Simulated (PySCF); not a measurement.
C$_{3}$H$_{6}$Al$_{2}$Cl$_{3}$F

Input file:

```
{"job": {"kind": "nmr", "xc": "PBE0", "basis": "pcSseg-1"}, "charge": 0, "multiplicity": 1}
C     -1.880742    -1.659997     0.204918
C     -1.169157    -0.552157    -0.009823
C     -1.848878     0.779515    -0.197408
Al     0.761228    -0.987351    -0.011170
Cl     1.840330     0.076885    -1.595598
Al     2.833238     1.353440    -0.090408
F      4.406604     0.856440    -0.083408
Cl     2.216510     3.274436    -0.166217
Cl     1.835397     0.199364     1.500263
H     -2.960521    -1.691562     0.258873
H     -1.373459    -2.608446     0.334110
H     -1.661178     1.150348    -1.205762
H     -1.437197     1.511376     0.498819
H     -2.924888     0.707067    -0.043366
H      1.358300    -2.401370     0.067299
```

Command:

```sh
OMP_NUM_THREADS=1 python probes_run.py task.json out
```

Geometry: GFN2-xTB.

All numbers below come from PySCF, PBE0/pcSseg-1, SCF density, gas phase, non-relativistic.

**What will maps of the electron density and electron localisation function show?**

C–C (1.33 Å): the density is about 2.3 e/Å³ at the midpoint; the ELF peaks at about 0.90 between the atoms (a short, multiple covalent bond).
Al–F (1.65 Å): ρ is about 0.86 e/Å³ halfway; the ELF peaks at about 0.85 in the valence shell of F, 0.5 Å from its nucleus, and is about 0.35 at the midpoint.
C–Al (1.98 Å): ρ at the midpoint is about 0.7 e/Å³; the ELF peaks at about 0.95 between the atoms, as expected for a shared but strongly polarised pair.
Al–Cl (2.02 Å): the density is about 0.85 e/Å³ at the midpoint; the ELF peaks at about 0.85 in the valence shell of Cl, 0.9 Å from its nucleus, and is about 0.80 at the midpoint.

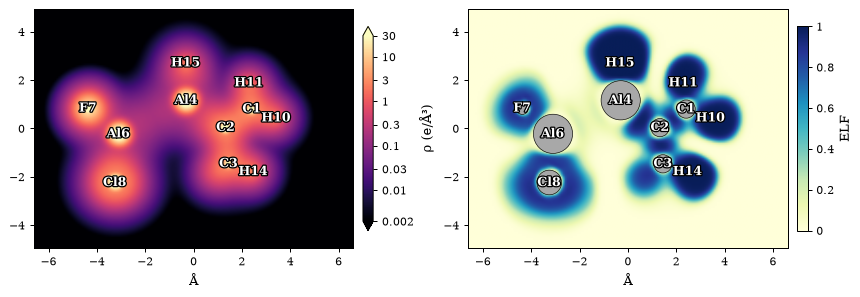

Computed electron density and electron localisation function on the plane of atoms C2, Al4 and H15, in this order. Grey discs cover the atomic cores in the ELF map. 
